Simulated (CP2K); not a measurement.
# GFN2-xTB run of BSi3H9 (SMILES [SiH3]B[SiH2][SiH3])

What is the energy change on altering one bond length of BSi3H9 at GFN2-xTB? 

The calculation is run with CP2K 2026.2.

3 further runs of the same task are left out: 2 that didn't finish, 1 set aside as unsound or not needed.

**1. Starting point**

BSi3H9: 13 atoms, total charge 0, spin state singlet. SMILES: `[SiH3]B[SiH2][SiH3]`. The shape comes from a force field and isn't a relaxed structure. This is one conformer, not always the lowest.

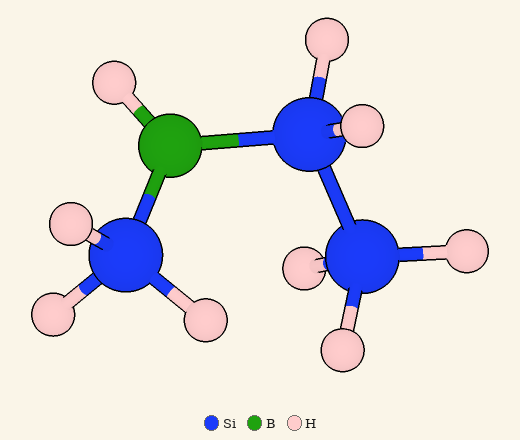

The structure, seen from a chosen angle (silicon blue, boron green, hydrogen pink).

**2. Energy and forces at GFN2-xTB**

Input file job.inp:

```
&GLOBAL
   PROJECT_NAME job
   RUN_TYPE ENERGY_FORCE
   PRINT_LEVEL MEDIUM
&END
&FORCE_EVAL
   METHOD Quickstep
   &DFT
      &QS
         METHOD XTB
         EPS_DEFAULT 1.0E-10
         &XTB
            GFN_TYPE TBLITE
            &TBLITE
               METHOD GFN2
            &END
            CHECK_ATOMIC_CHARGES F
         &END
      &END
      &POISSON
         PERIODIC NONE
         POISSON_SOLVER ANALYTIC
      &END
      &SCF
         SCF_GUESS ATOMIC
         EPS_SCF 1.0E-07
         MAX_SCF 150
         ADDED_MOS 8
         &DIAGONALIZATION
            ALGORITHM STANDARD
         &END
         &MIXING
            METHOD DIRECT_P_MIXING
            ALPHA 0.4
         &END
         &SMEAR ON
            METHOD FERMI_DIRAC
            ELECTRONIC_TEMPERATURE [K] 300
         &END
      &END
      &PRINT
         &MOMENTS
            PERIODIC F
            REFERENCE COM
            MAX_MOMENT 1
         &END
         &MO ON
            ENERGIES T
            OCCUPATION_NUMBERS T
            NDIGITS 6
            &EACH
               QS_SCF 0
            &END
            ADD_LAST NUMERIC
         &END
         &HIRSHFELD OFF
         &END
      &END
   &END
   &SUBSYS
      &CELL
         ABC 14.8 14.2 15.3
         PERIODIC NONE
      &END
      &COORD
         Si    -1.526600     0.932800     1.182400
         B      0.352500     0.930200     0.998500
         Si     1.192700    -0.624900     0.229300
         Si     0.567900    -0.929800    -1.846700
         H     -2.104600     2.098400     0.373800
         H     -1.936400     1.157200     2.585000
         H     -2.114800    -0.277600     0.664500
         H      1.041000     1.872100     1.348600
         H      0.908200    -1.790200     1.100100
         H      2.682900    -0.416000     0.249800
         H      1.137600    -2.124500    -2.397800
         H     -0.943400    -1.133200    -1.803600
         H      0.763500     0.270800    -2.669200
      &END
      &TOPOLOGY
         &CENTER_COORDINATES
         &END
      &END
   &END
   &PRINT
      &FORCES ON
      &END
   &END
&END
```

The run is started by

```console
$ OMP_NUM_THREADS=1 cp2k.psmp -i job.inp > job.out 2>&1
```

The log of the run:

```text
CP2K| version string:                                       CP2K version 2026.2
[...]
 GLOBAL| Method name                                                        CP2K
[...]
 GLOBAL| Run type                                                   ENERGY_FORCE
[...]
                             - Atoms:                                         13
[...]
                             - Spherical basis functions:                     40
[...]
 Number of electrons:                                                         24
[...]
  *** SCF run converged in    18 steps ***
[...]
  Fermi energy:                                                -0.32284046050376
[...]
 TB_DIPOLE| Moment [Debye]          0.57159087      -0.24154615       0.00717024
 TB_DIPOLE| Derivative [a.u.]       0.00000000       0.00000000       0.00000000
[...]
 ENERGY| Total FORCE_EVAL ( QS ) energy [hartree]            -10.932942054656179
 FORCES| Atomic forces [hartree/bohr]
 FORCES|   Atom     x               y               z               |f|
 FORCES|      1 -1.96666946E-02  2.60163650E-02  1.12787924E-03   3.26328398E-02
 FORCES|      2  3.08992421E-02  1.70682840E-02  6.96951101E-03   3.59814336E-02
 FORCES|      3  2.79491231E-02  9.18108757E-03  4.27211751E-02   5.18704603E-02
 FORCES|      4 -3.56919994E-02 -5.04397605E-04 -3.14030411E-02   4.75428673E-02
 FORCES|      5  2.12378984E-03 -1.21551222E-02  8.07926463E-03   1.47489659E-02
 FORCES|      6 -3.64711815E-03 -1.99116141E-03 -2.78801438E-03   5.00392033E-03
 FORCES|      7 -9.73101443E-03 -8.15369644E-03 -1.63890112E-03   1.28008361E-02
 FORCES|      8 -1.10678422E-02 -1.19390773E-02 -5.83784426E-03   1.72950606E-02
 FORCES|      9  2.97148878E-03 -7.92501345E-04 -3.23700984E-03   4.46497891E-03
 FORCES|     10 -4.79592483E-03 -7.06799521E-03  8.11861191E-04   8.58000990E-03
 FORCES|     11  4.23217737E-03 -7.24810745E-03 -8.99926790E-03   1.23058201E-02
 FORCES|     12  1.50182656E-02  1.20866472E-03 -3.96566788E-03   1.55799773E-02
 FORCES|     13  1.40650670E-03 -3.62234235E-03 -1.83994461E-03   4.29942105E-03
[...]
```

It took 0.48 s on 1 thread of Arm Neoverse N1, shared host; peak memory 0.14 GiB.

**3. The distorted shape, same level**

Input file mol.inp:

```
&FORCE_EVAL
    METHOD QUICKSTEP
    &DFT
        CHARGE 0
        MULTIPLICITY 1
        ! Quickstep
        &QS
            METHOD XTB
            EPS_DEFAULT 1.0E-10
            &XTB
                GFN_TYPE TBLITE
                &TBLITE
                    METHOD GFN2
                &END TBLITE
                CHECK_ATOMIC_CHARGES F
            &END XTB
        &END QS
        ! no periodic images
        &POISSON
            PERIODIC NONE
            POISSON_SOLVER ANALYTIC
        &END POISSON
        &SCF
            SCF_GUESS ATOMIC
            EPS_SCF 1.0E-07
            MAX_SCF 150
            ADDED_MOS 8
            &DIAGONALIZATION
                ALGORITHM STANDARD
            &END DIAGONALIZATION
            &MIXING
                METHOD DIRECT_P_MIXING
                ALPHA 0.4
            &END MIXING
            &SMEAR ON
                METHOD FERMI_DIRAC
                ELECTRONIC_TEMPERATURE [K] 300
            &END SMEAR
        &END SCF
        ! extra output
        &PRINT
            &MOMENTS
                PERIODIC F
                REFERENCE COM
                MAX_MOMENT 1
            &END MOMENTS
            &MO ON
                ENERGIES T
                OCCUPATION_NUMBERS T
                NDIGITS 6
                &EACH
                    QS_SCF 0
                &END EACH
                ADD_LAST NUMERIC
            &END MO
            &HIRSHFELD OFF
            &END HIRSHFELD
        &END PRINT
    &END DFT
    &SUBSYS
        ! box in angstrom
        &CELL
            ABC [angstrom] 15.5 14.2 15.3
            PERIODIC NONE
        &END CELL
        &COORD
            Si    -2.184278     0.933710     1.246764
            B      0.352500     0.930200     0.998500
            Si     1.192700    -0.624900     0.229300
            Si     0.567900    -0.929800    -1.846700
            H     -2.762278     2.099310     0.438164
            H     -2.594078     1.158110     2.649364
            H     -2.772478    -0.276690     0.728864
            H      1.041000     1.872100     1.348600
            H      0.908200    -1.790200     1.100100
            H      2.682900    -0.416000     0.249800
            H      1.137600    -2.124500    -2.397800
            H     -0.943400    -1.133200    -1.803600
            H      0.763500     0.270800    -2.669200
        &END COORD
        &TOPOLOGY
            &CENTER_COORDINATES
            &END CENTER_COORDINATES
        &END TOPOLOGY
    &END SUBSYS
    ! extra output
    &PRINT
        &FORCES ON
        &END FORCES
    &END PRINT
&END FORCE_EVAL

&GLOBAL
    PROJECT mol
    RUN_TYPE ENERGY_FORCE
    PRINT_LEVEL MEDIUM
&END GLOBAL
```

The run is started by

```console
$ OMP_NUM_THREADS=1 cp2k.psmp mol.inp > mol.out
```

The log of the run:

```text
CP2K| version string:                                       CP2K version 2026.2
[...]
 GLOBAL| Method name                                                        CP2K
[...]
 GLOBAL| Run type                                                   ENERGY_FORCE
[...]
                             - Atoms:                                         13
[...]
                             - Spherical basis functions:                     40
[...]
 Number of electrons:                                                         24
[...]
  *** SCF run converged in    21 steps ***
[...]
  Fermi energy:                                                -0.31201949670409
[...]
 TB_DIPOLE| Moment [Debye]          0.30056532       0.06190946       0.39058512
 TB_DIPOLE| Derivative [a.u.]       0.00000000       0.00000000       0.00000000
[...]
 ENERGY| Total FORCE_EVAL ( QS ) energy [hartree]            -10.899150740708361
 FORCES| Atomic forces [hartree/bohr]
 FORCES|   Atom     x               y               z               |f|
 FORCES|      1  3.83840902E-02  2.48758449E-02 -6.47073735E-03   4.61954162E-02
 FORCES|      2 -3.44236505E-02  1.56972943E-02  1.25248179E-02   3.98530278E-02
 FORCES|      3  1.96854175E-02  1.19952159E-02  4.45330143E-02   5.01456900E-02
 FORCES|      4 -3.51413135E-02 -1.73337254E-04 -3.02585158E-02   4.63736966E-02
 FORCES|      5  7.53450328E-03 -1.35267210E-02  9.06707521E-03   1.79430425E-02
 FORCES|      6  2.12514859E-03 -2.15935505E-03 -4.71717928E-03   5.60632242E-03
 FORCES|      7 -1.84706217E-03 -7.03485798E-03 -1.73604328E-03   7.47761404E-03
 FORCES|      8 -1.60350245E-02 -1.14368618E-02 -5.05679096E-03   2.03345753E-02
 FORCES|      9  3.40674322E-03 -1.11771069E-03 -3.43541376E-03   4.96560613E-03
 FORCES|     10 -4.26751021E-03 -7.19245989E-03  4.87214438E-04   8.37738029E-03
 FORCES|     11  4.07522481E-03 -7.25089420E-03 -9.41409034E-03   1.25621662E-02
 FORCES|     12  1.51127458E-02  1.25075997E-03 -3.69935194E-03   1.56091220E-02
 FORCES|     13  1.39068754E-03 -3.92691716E-03 -1.82399904E-03   4.54770961E-03
[...]
```

It took 0.48 s on 1 thread of Arm Neoverse N1, shared host; peak memory 0.14 GiB.

**4. Summary of results**

At GFN2-xTB:

```
                                                          quantity         value
                                         first shape: total energy  -10.93294 Eh
            first shape: dipole moment (from atomic charges alone)        0.62 D
                                          first shape: HOMO energy      -9.73 eV
                                          first shape: LUMO energy      -7.89 eV
                                        first shape: HOMO–LUMO gap       1.84 eV
                             first shape: largest force on an atom    2.667 eV/Å
                                     distorted shape: total energy  -10.89915 Eh
        distorted shape: dipole moment (from atomic charges alone)        0.50 D
                                      distorted shape: HOMO energy      -9.45 eV
                                      distorted shape: LUMO energy      -7.59 eV
                                    distorted shape: HOMO–LUMO gap       1.85 eV
                         distorted shape: largest force on an atom    2.579 eV/Å
energy change with the Si1–B2 bond stretched from 1.888 to 2.549 Å      0.920 eV
```

**Reading.** With the Si1–B2 bond stretched from 1.888 to 2.549 Å the energy rises by 0.92 eV (21.2 kcal/mol). The first shape isn't relaxed at this level, so the change isn't measured from a minimum. The largest force (first shape) is 2.67 eV/Å: the shape isn't a stationary point for this species at this level. The dipole (first shape) comes from point charges on the atoms alone, without atomic dipoles, so it is partial. The dipole (distorted shape) comes from point charges on the atoms alone, without atomic dipoles, so it is partial.
